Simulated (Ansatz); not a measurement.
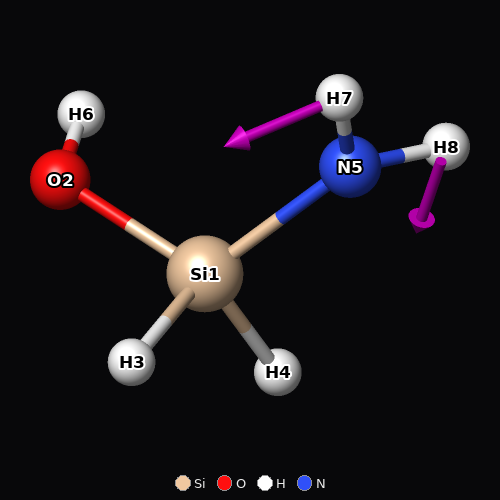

The arrows show one normal mode. Harmonic vibrations computed with RKS PBE0-D4/def2-TZVP (Ansatz 0.2.0) at a stationary point of the same level.

### Describe the motion.

Mostly angle bending.

### At what wavenumber does it lie?

1580 cm⁻¹; it is mode 13 of 18 counted from the lowest.
